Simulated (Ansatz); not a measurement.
**BF2 (SMILES F[B]F): methods side by side**

The species is BF2 (3 atoms), meant as a doublet with charge 0. As SMILES, `F[B]F`. The coordinates come from a PBE0-D4/def2-TZVP relaxation.

```xyz
3

F     0.5131   -1.0443    0.1600
B     0.2790    0.2405    0.1813
F    -0.8029    0.7389   -0.3546
```

Each level gives the energy change with the B2–F3 bond stretched from 1.306 to 3.265 Å (eV). The values are calculated.

| level | kind | program | value (eV) | less FCI/STO-3G | CPU time (all runs) |
| --- | --- | --- | --- | --- | --- |
| U-wB97M-V/STO-3G | range-separated hybrid | Ansatz | 5.16 | +1.27 | 36 s |
| U-wB97X/STO-3G | range-separated hybrid | Ansatz | 5.16 | +1.27 | 20 s |
| UB2PLYP/STO-3G | double hybrid | Ansatz | 4.81 | +0.92 | 4.2 s |
| UBCCD(T)/STO-3G | coupled cluster or CI | Ansatz | 3.88 | -0.01 | 1 s |
| UCCSD(T)/STO-3G | coupled cluster or CI | Ansatz | 3.88 | -0.01 | 0.81 s |
| UCCSDT(Q)/STO-3G | coupled cluster or CI | Ansatz | 3.89 | 0.00 | 5.8 s |
| UCCSDT/STO-3G | coupled cluster or CI | Ansatz | 3.90 | +0.01 | 2.5 s |
| UCCSDTQ/STO-3G | coupled cluster or CI | Ansatz | 3.89 | 0.00 | 2.7 min |
| FCI/STO-3G | exact in the basis | Ansatz | 3.89 | 0.00 | 1.5 s |

FCI/STO-3G is exact within its basis and frozen core, so for wave-function methods in that basis the difference is their error; functionals converge differently with the basis, so for them it is only a difference. The first shape isn't each level's own minimum. The values span 3.88 to 5.16 eV. All rows use very small basis sets, so even the best lies far from the true value. CPU times are rough (shared hosts, several kinds of processor): they show what a rung costs within a factor of a few.

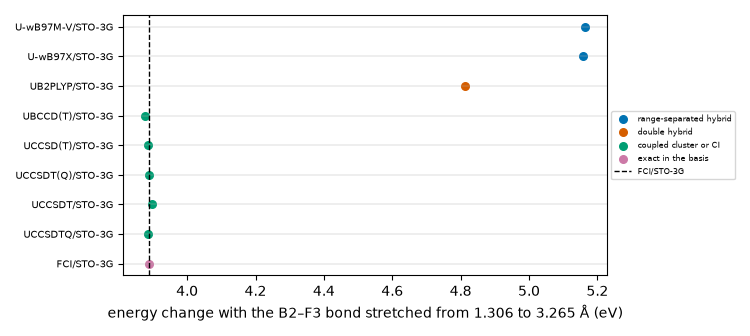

The values of the table, level by level.
